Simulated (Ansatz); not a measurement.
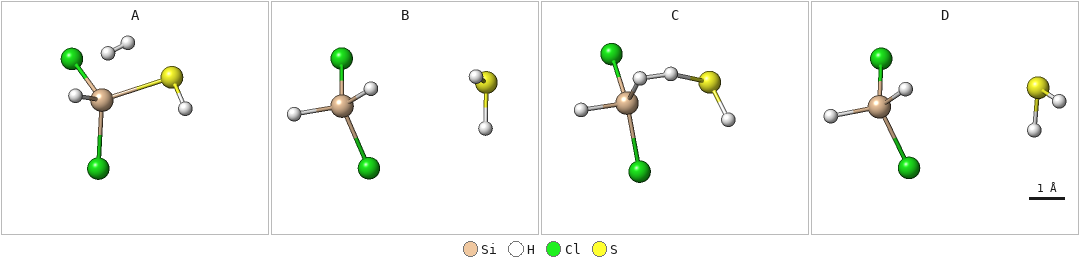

4 geometries from a converged minimum-energy path of SiH₄SCl₂, made up of SiH2Cl2 and H₂S, shuffled. A ball-and-stick model, seen at a tilt.

These are results of Ansatz, RHF/6-31G*, not measurements. Settings: 5 movable images; climbing image; force threshold 0.05 eV/Å; iteration limit 60; starting path through a guess of the saddle point.

One of them is the converged climbing image. Which?

Answer. C. In order along the path, whose images run from 0 to 6: D (image 0, 0.0 kJ/mol), B (image 1, +2.9 kJ/mol), C (image 3, +359.8 kJ/mol), A (image 5, −4.0 kJ/mol). Breaking: H–S (1.33 → 4.35 Å), H–Si (1.46 → 4.81 Å). Forming: H–H (4.44 → 0.73 Å), S–Si (4.61 → 2.12 Å).

Limits of the set-up: the start holds two separate molecules, 3.8 Å apart at their closest, whose relative position is a soft coordinate and is computed without a dispersion correction; Hartree-Fock leaves out electron correlation.

Cost: 81 s on 1 thread of Intel(R) Xeon(R) 6975P-C (Granite Rapids), with other jobs on the host, peak memory 0.18 GiB.
